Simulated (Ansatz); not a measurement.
**Sc2As3Rh: density, localisation and related maps**

Input file:

```
crystal:
  lattice:
    - [3.8739997394, -0.0088801225, 0.0092587361]
    - [-1.9446902813, 3.3524360187, 0.0003148242]
    - [0.019904953, 0.0122736623, 8.3139530774]
  atoms:
    - { symbol: Sc, position: [0.6622615952, 0.3216335421, 0.688662185] }
    - { symbol: Sc, position: [0.3340787301, 0.670263972, 0.3097871698] }
    - { symbol: As, position: [0.6663508264, 0.3394979472, 0.1305293197] }
    - { symbol: As, position: [0.3429408134, 0.679880662, 0.8622202779] }
    - { symbol: As, position: [-0.011614062, -0.0157691965, 0.4968230017] }
    - { symbol: Rh, position: [0.0135379628, -0.0029389726, -0.0019501073] }
kpoints:
  mp_grid: { grid: [6, 6, 2] }
hamiltonian:
  xc: pbesol
scf:
  occupations: { method: fermi_dirac, width: 0.05 }
relax:
  f_tol: 0.01
  cell: {}
  max_steps: 120
output:
  write_density: true
  write_potential: true
  elf: true
  volumetric_format: npy
```

Run with:

```sh
ansatz run input.yaml --threads 2 --pin off --max-ram 2211MiB --backend cpu --events-out ev --progress --plain --runs-dir out
```

Below, planes, directions and counts refer to the conventional cell (a = 3.87 Å, b = 3.87 Å, c = 8.35 Å, α = 90.01°, β = 90.00°, γ = 120.00°).

The fields are those of the run's last geometry, not of the input's.

Space group P-3m1; a structure from a database of computed crystals, not necessarily the ambient phase; started from the Eu2H3Cl-164 prototype, which need not be the ambient phase; changed on purpose from its base cell (shaken); computed without spin polarisation.

Level of theory: DFT, PBEsol, plane waves, PAW (Ansatz).

The density is the valence pseudo-density of a PAW calculation; it isn't the true density close to the nuclei.

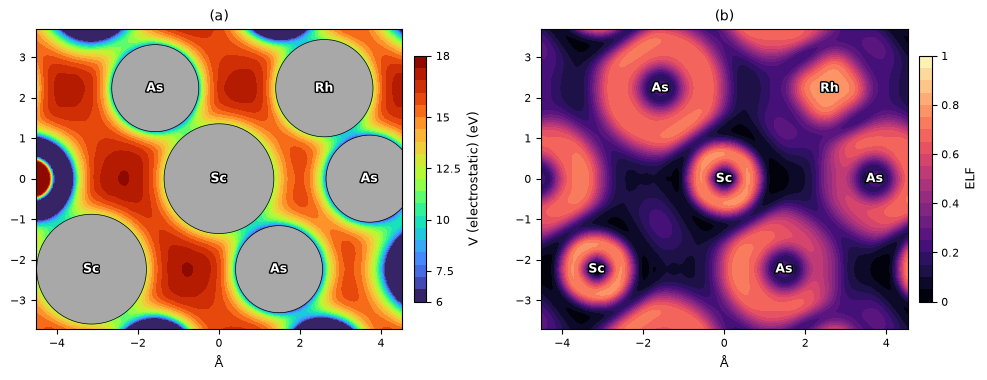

Figure 1. (a) electrostatic potential energy of an electron; (b) electron localisation function on the (110) plane of the conventional cell. Grey discs cover the atomic cores in the potential map.

Describe what can be read from this map.

Answer.
- Atoms in the plane: Sc, As and Rh.
- As–Rh (2.50 Å): the ELF is about 0.40 at the midpoint.
- Sc–As (2.68 Å): the ELF is about 0.35 at the midpoint.
- Sc–As (2.73 Å): the ELF is about 0.45 at the midpoint.
- The features right at Sc and Rh lie inside the PAW spheres, where the map follows smoothed inner orbitals and isn't to be read closely.
- Outside the cores the potential energy rises away from the atoms and is highest about 2.3 Å from the nearest atoms; its zero is arbitrary.

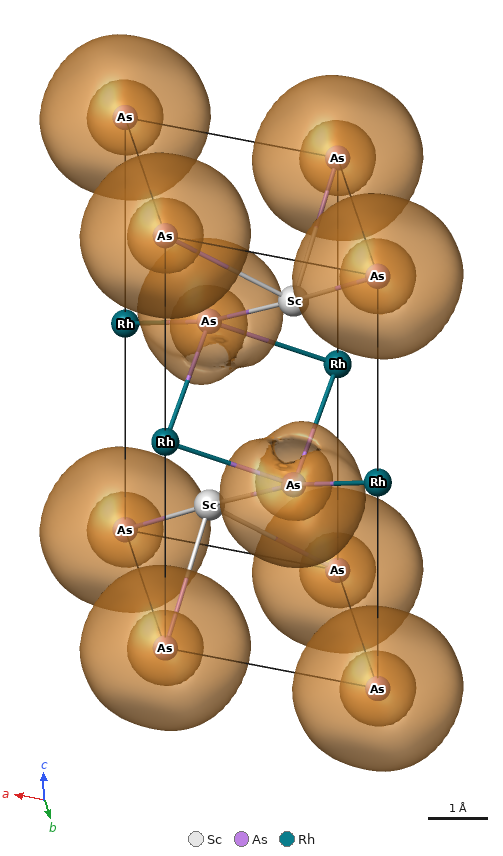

Figure 2. Isosurface of the electron localisation function at 0.55 (orange), seen at an oblique angle. Core shells and regions of very low density are left out. Sticks mark near contacts.

Identify the bonds, lone pairs and shells in this picture.

Answer. At this value the surface marks out three regions wrapped around As (the valence shell of each), counted in one cell of 6 atoms. Any copies at cell faces, edges or corners count once.
